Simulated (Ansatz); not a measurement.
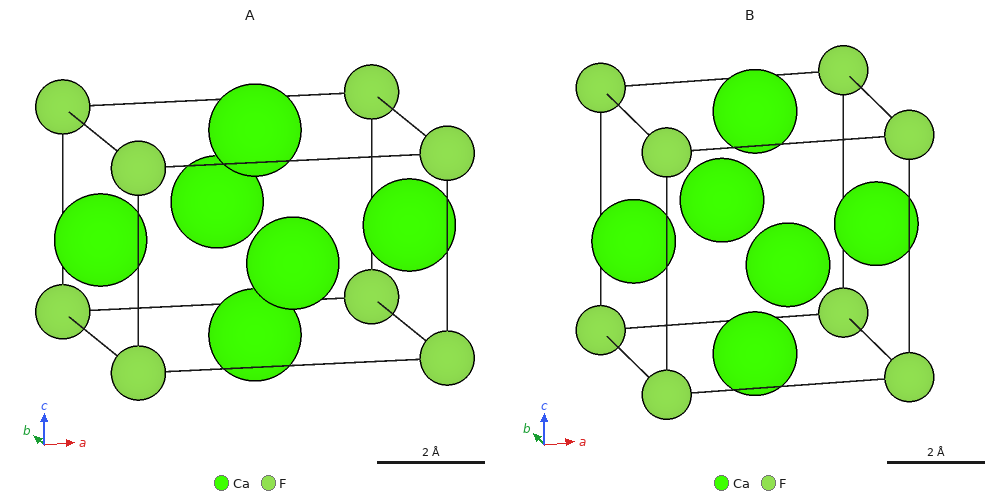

Two structures of Ca3F, each relaxed to rest (conventional cells in solid outline, small ones repeated, not to one scale). Method: DFT PBE, scalar-relativistic, plane waves, PAW in Ansatz 0.2.0, without spin polarisation.

What structure does each panel show?

A: 4 atoms a cell on a primitive tetragonal lattice, P4/mmm. B: Cu₃Au (L1₂) type, Pm-3m.

Compare their energies: which is lower?

A is lower, by 91 meV/atom at this level of theory (energies at zero smearing). Volumes: A 34.8, B 35.0 Å³/atom.

One or both may be structure types tried for this composition rather than known phases.
